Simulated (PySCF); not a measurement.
Molecule: Sn(H)(SeH)3, SMILES [SeH][SnH]([SeH])[SeH]. Atoms near the plane z = 0.0 Å, at the PBE0/def2-SVP optimised geometry (x, y, z in Å): Sn1 (-0.3, -1.2, 0.0), Se2 (-1.0, 1.2, 0.0), Se4 (2.3, -1.2, 0.0), H6 (-2.3, 0.9, -0.6), H8 (2.3, -0.2, -1.1).

Calculation: PBE0/def2-TZVP, def2 effective core potentials past Kr in PySCF. The core electrons that the potentials of Sn replace are not part of the density. Cells within 0.4 Å of a nucleus heavier than hydrogen are left out (blank, or x). The values are rescaled to run from 0 to 1.

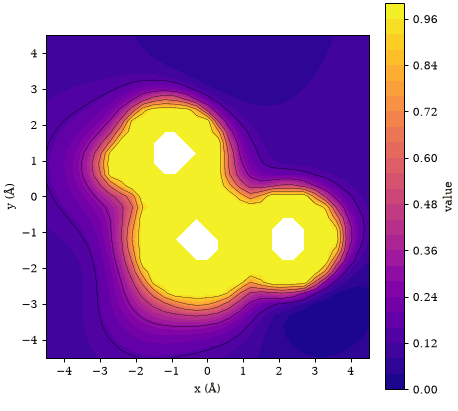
Figure: a field on the plane z = 0.0 Å.

**Question.** Which quantity is mapped?
A) deformation density (molecule minus spherical neutral atoms)
B) electrostatic potential
C) log10 of the electron density
D) electron localisation function

**Answer.** B, electrostatic potential. In full: electrostatic potential (hartree/e), clipped to [-0.08, 0.12].
